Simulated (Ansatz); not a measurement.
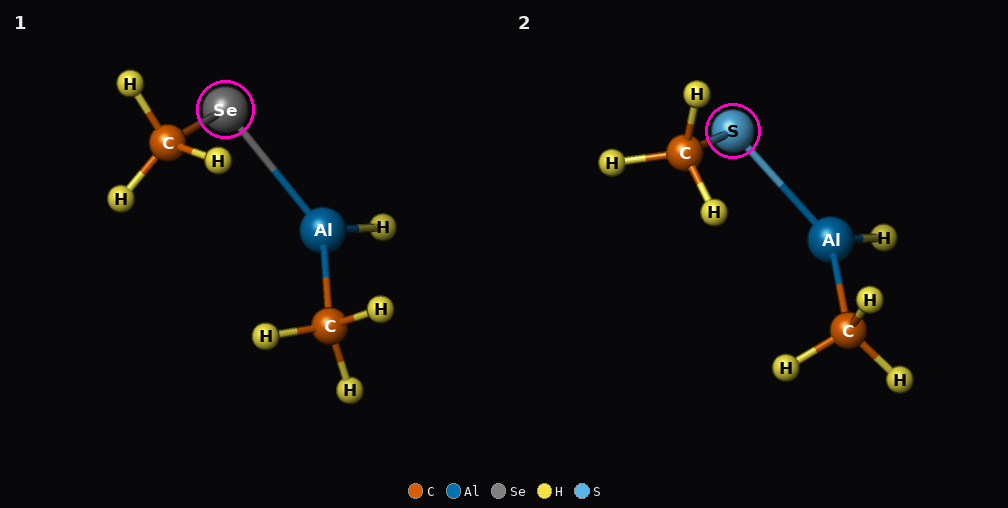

2 molecules with one skeleton, seen from the same side and at one scale; the atom that differs is circled. Charge 0, singlet. Computed geometries: PBE0-D4/def2-TZVP optimisations, one conformation each. Properties computed with Ansatz 0.2.0.

One atom differs, called X below: Se in panel 1, S in panel 2. Their formulas are C2H7AlSe (`[CH3][AlH][Se]C`), C2H7AlS (`[CH3][AlH][S]C`).

**In which is the angle Al–X–C larger (PBE0-D4/def2-TZVP)?**

In panel 2 (X = S).

**In which is the HOMO energy (Kohn–Sham orbital) higher (ωB97M-V/def2-QZVPP)?**

In panel 1 (X = Se).

Give the values. With PBE0-D4/def2-TZVP: length of X–Al (Å), length of X–C (Å), angle Al–X–C (°). With ωB97M-V/def2-QZVPP: HOMO energy (Kohn–Sham orbital) (eV), HOMO–LUMO gap (eV).

```
                            quantity  1 (Se)  2 (S)   2 − 1
                  length of X–Al (Å)   2.311  2.176  −0.135
                   length of X–C (Å)   1.964  1.821  −0.143
                    angle Al–X–C (°)   100.3  103.6    +3.3
HOMO energy (Kohn–Sham orbital) (eV)   −8.86  −9.22   −0.36
                  HOMO–LUMO gap (eV)    9.33   9.77   +0.44
```
